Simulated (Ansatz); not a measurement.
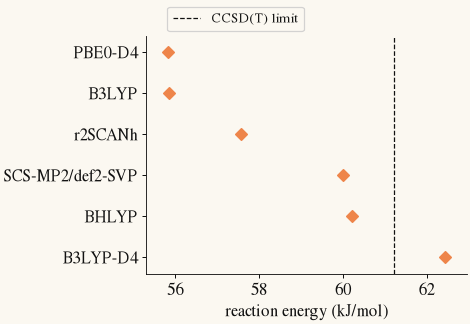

Electronic reaction energy of Si₂H₃O₃F₃ (O[SiH](O)O[Si](F)(F)F) + NH₃ (N) → SiNH₂F₃ (N[Si](F)(F)F) + SiH₄O₃ (O[SiH](O)O) (SMILES in brackets) at several levels (functionals in def2-TZVPP unless a basis is named), isolated molecules at PBE0-D4 triple-zeta geometries, minima by their frequencies, no zero-point or thermal terms, the Ansatz code 0.2.0. The line is frozen-core CCSD(T) at the basis limit (MP2 extrapolated from triple and quadruple zeta, plus CCSD(T) less MP2 in a smaller set). No dispersion term is added to B3LYP, r2SCANh and BHLYP. The distance of SCS-MP2/def2-SVP to the limit includes basis error.

Q: What range do the values span, the line included?

A: From 55.8 kJ/mol (PBE0-D4) to 62.4 kJ/mol (B3LYP-D4).

Q: Give the values.

A:
| level | kJ/mol | less CCSD(T) limit |
| --- | --- | --- |
| PBE0-D4 | 55.8 | −5.4 |
| B3LYP | 55.9 | −5.4 |
| r2SCANh | 57.6 | −3.7 |
| SCS-MP2/def2-SVP | 60.0 | −1.2 |
| BHLYP | 60.2 | −1.0 |
| B3LYP-D4 | 62.4 | 1.2 |
| CCSD(T) limit | 61.2 | 0.0 |

Note: one conformer of each flexible molecule.
